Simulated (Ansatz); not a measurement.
A series of calculations on BHF$_{2}$

Part 1: Relaxation

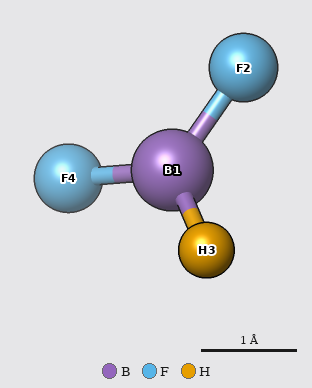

This is the input geometry for a relaxation of BHF2. Style: ball-and-stick. Shown at a tilt.

The run prepares an end point of a later path (reaction) calculation, from a guessed geometry.

Theory: RKS PBE-D4/def2-SVP (Ansatz).

Input
```yaml
crystal:
  periodic: [false, false, false]
  atoms:
    - { symbol: B, position_ang: [0.303057, 0.0, 0.126556] }
    - { symbol: F, position_ang: [0.38248, 0.0, 1.441159] }
    - { symbol: H, position_ang: [1.329707, 0.0, -0.476938] }
    - { symbol: F, position_ang: [-0.891544, 0.0, -0.442077] }
basis:
  gaussian: { orbitals: def2-SVP }
hamiltonian:
  xc: pbe
  dispersion: d4
relax:
  f_tol: 0.03
  max_steps: 50
```

Launched with:
```bash
ansatz run input.yaml --threads 1 --pin off --max-ram 2048MiB --backend cpu --events-out ev --progress --plain --runs-dir out
```

**What does the optimiser find from here?**

The atom that moves furthest after the best rigid fit is H3 (0.040 Å). By element the largest moves are H 0.040 Å, F 0.034 Å, B 0.018 Å. Some distances before and after: B1–H3 1.191 → 1.211 Å, B1–F2 1.317 → 1.324 Å. Among the angles between lasting bonds that change: F2–B1–H3 117.0° → 121.0°, H3–B1–F4 124.1° → 121.1°. After 3 geometry steps the energy has fallen by 0.020 eV. The largest force component goes from 0.56 to 0.015 eV/Å.

The structure at the end:

```xyz
4

B     0.3132    0.0000    0.1410
F     0.3574    0.0000    1.4647
H     1.3300    0.0000   -0.5169
F    -0.8769    0.0000   -0.4401
```

Part 2: Relaxation

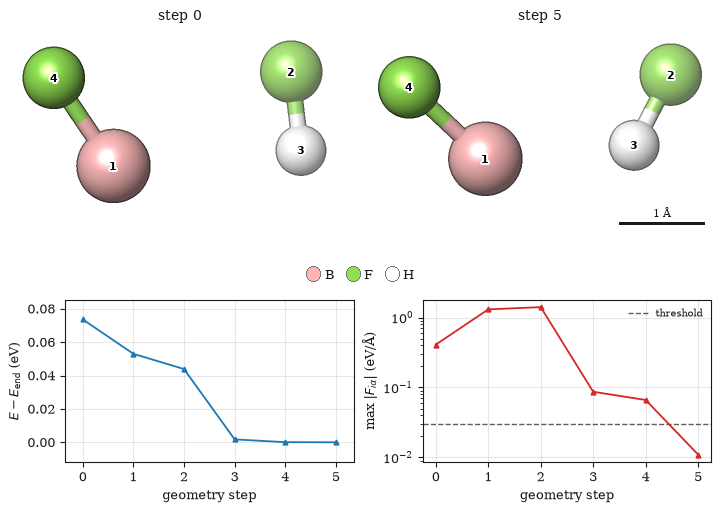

First and last geometry of a relaxation of BHF2, with the history of the run. Style: ball-and-stick. Shown at a tilt.

The run prepares an end point of a later path (reaction) calculation, from a guessed geometry.

The calculation used RKS PBE-D4/def2-SVP in Ansatz 0.2.0. Set-up: no spin polarisation; force threshold 0.03 eV/Å; at most 50 steps.

Q: What do the curves and the structures tell?

A: It converged. The largest move after the best rigid fit is that of H3, 0.34 Å. Largest moves by element: H 0.34 Å, F 0.25 Å, B 0.17 Å. Some distances before and after: F2–H3 0.933 → 0.958 Å, B1–F4 1.275 → 1.270 Å. The energy falls by 0.074 eV in 5 geometry steps. Largest force component: 0.41 eV/Å at the start, 0.011 eV/Å at the end. Cost: 5.5 s on 1 thread of Arm Neoverse V1 (shared host), peak memory 0.099 GiB.

Limits of the set-up: the start holds two separate molecules, 2.4 Å apart at their closest, whose relative position is a soft coordinate.

Part 3: Path

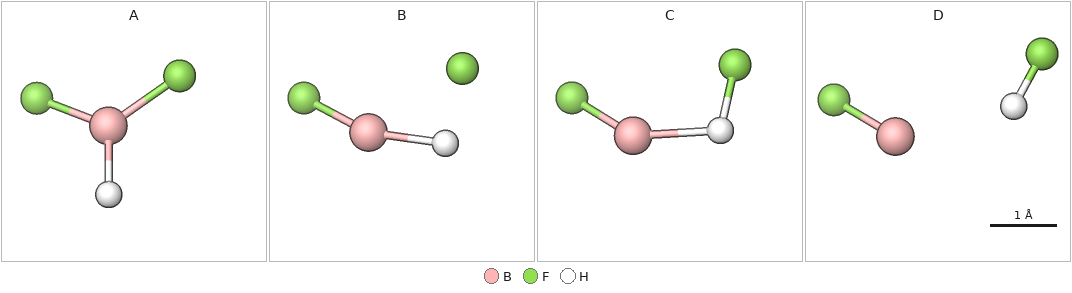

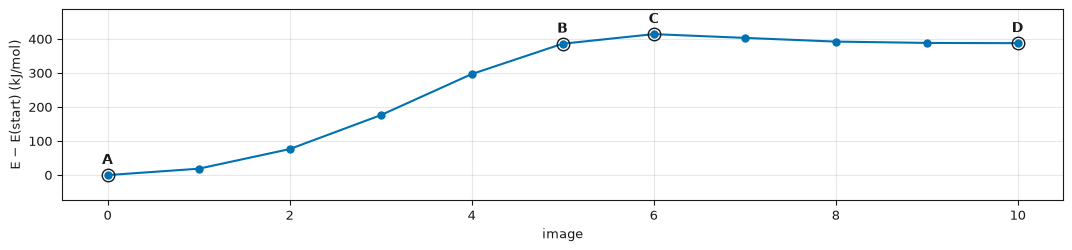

A search for the minimum-energy path of BHF2 by the nudged elastic band. Images are numbered from 0 (start) to 10 (end). Frames A to D are images 0, 5, 6, 10. A ball-and-stick model, seen at a tilt.

Theory: Ansatz 0.2.0, RKS PBE-D4/def2-SVP.

Input file:
```yaml
crystal:
  periodic: [false, false, false]
  atoms:
    - { symbol: B, position_ang: [0.313185, 0.0, 0.141018] }
    - { symbol: F, position_ang: [0.357226, 0.0, 1.464736] }
    - { symbol: H, position_ang: [1.330102, 0.0, -0.516825] }
    - { symbol: F, position_ang: [-0.876813, 0.0, -0.44023] }
basis:
  gaussian: { orbitals: def2-SVP }
hamiltonian:
  xc: pbe
  dispersion: d4
neb:
  order_check: false
  images: 9
  f_tol: 0.05
  max_iterations: 60
  final_atoms:
    - { symbol: B, position_ang: [-0.05855514, -0.00056538, -0.73858036] }
    - { symbol: F, position_ang: [1.18366869, 0.0001807, 1.50076727] }
    - { symbol: H, position_ang: [1.32519577, 0.00020381, 0.55295073] }
    - { symbol: F, position_ang: [-1.32660932, 0.00018086, -0.66643864] }
  initial_path:
    images:
      - { positions_ang: [[0.313185, 0.0, 0.141018], [0.357226, 0.0, 1.464736], [1.330102, 0.0, -0.516825], [-0.876813, 0.0, -0.44023]] }
      - { positions_ang: [[0.2502794, 0.0, 0.11328414], [0.46327541, 0.0, 1.41886433], [1.34157729, 0.0, -0.4016468], [-0.9314321, 0.0, -0.48180267]] }
      - { positions_ang: [[0.18737381, 0.0, 0.08555028], [0.56932483, 0.0, 1.37299266], [1.35305257, 0.0, -0.2864686], [-0.98605121, 0.0, -0.52337534]] }
      - { positions_ang: [[0.12446821, 0.0, 0.05781641], [0.67537424, 0.0, 1.32712099], [1.36452786, 0.0, -0.1712904], [-1.04067031, 0.0, -0.564948]] }
      - { positions_ang: [[0.06156261, 0.0, 0.03008255], [0.78142366, 0.0, 1.28124932], [1.37600314, 0.0, -0.0561122], [-1.09528941, 0.0, -0.60652067]] }
      - { positions_ang: [[-0.00134299, 0.0, 0.00234869], [0.88747307, 0.0, 1.23537765], [1.38747843, 0.0, 0.059066], [-1.14990852, 0.0, -0.64809334]] }
      - { positions_ang: [[-0.01278542, -0.00011308, -0.14583712], [0.9467122, 3.614e-05, 1.28845557], [1.3750219, 4.076e-05, 0.15784295], [-1.18524868, 3.617e-05, -0.6517624]] }
      - { positions_ang: [[-0.02422785, -0.00022615, -0.29402293], [1.00595132, 7.228e-05, 1.3415335], [1.36256537, 8.153e-05, 0.25661989], [-1.22058884, 7.234e-05, -0.65543146]] }
      - { positions_ang: [[-0.03567028, -0.00033923, -0.44220874], [1.06519044, 0.00010842, 1.39461142], [1.35010884, 0.00012229, 0.35539684], [-1.255929, 0.00010852, -0.65910052]] }
      - { positions_ang: [[-0.04711271, -0.0004523, -0.59039455], [1.12442957, 0.00014456, 1.44768934], [1.3376523, 0.00016305, 0.45417378], [-1.29126916, 0.00014469, -0.66276958]] }
      - { positions_ang: [[-0.05855514, -0.00056538, -0.73858036], [1.18366869, 0.0001807, 1.50076727], [1.32519577, 0.00020381, 0.55295073], [-1.32660932, 0.00018086, -0.66643864]] }
```

Launched with:
```bash
ansatz run input.yaml --threads 1 --pin off --max-ram 2048MiB --backend cpu --events-out ev --progress --plain --runs-dir out
```

Question: Read off the barrier and say what moves.

Answer: Forward barrier 414.3 kJ/mol, backward barrier 26.6 kJ/mol, with image 6 at the top; the reaction energy is +387.7 kJ/mol. Breaking: B–F (1.32 → 2.56 Å), B–H (1.21 → 1.89 Å). Forming: F–H (2.21 → 0.96 Å). The band is converged. At the top, the vibrational analysis gives one imaginary mode (934i cm⁻¹), as a transition state must have.

The run took 48 s on 1 thread of Arm Neoverse V1, on a shared host, peak memory 0.091 GiB.
